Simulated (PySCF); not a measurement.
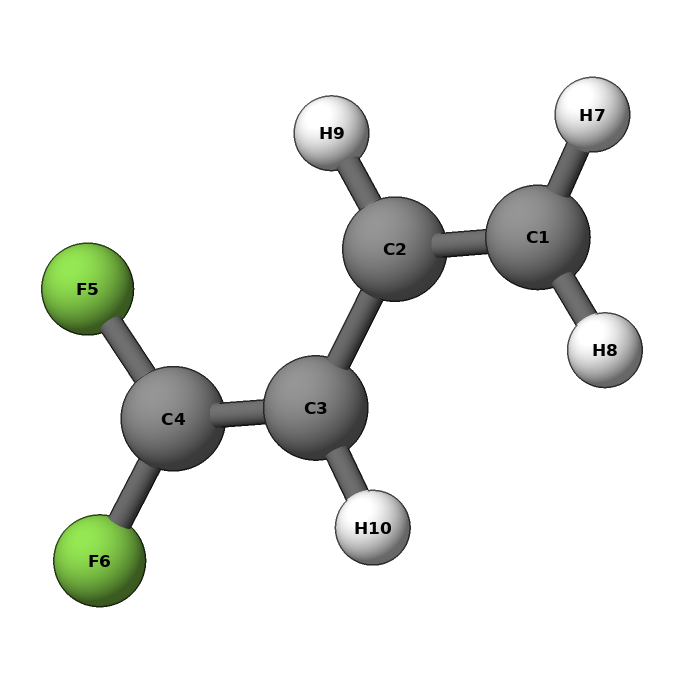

Computed geometry: PBE0-D3(BJ)/def2-SVP optimisation. No frequency run is at hand to confirm it as a minimum. Method: GIAO BP86/pcSseg-2 NMR shielding, non-relativistic, gas phase (PySCF 2.14.0). Principal shieldings σ11 ≤ σ22 ≤ σ33, span Ω = σ33 − σ11, skew κ = 3(σiso − σ22)/Ω.

Which F atom has the most anisotropic shielding?

F5, with a span of 94 ppm.

Give the shielding tensors of the F atoms.

```csv
atom,σ11,σ22,σ33,σiso,Ω,κ
F5,179.1,271.4,272.9,241.2,93.8,−0.97
F6,205.6,236.9,289.1,243.9,83.5,0.25
```

Shieldings and span in ppm.
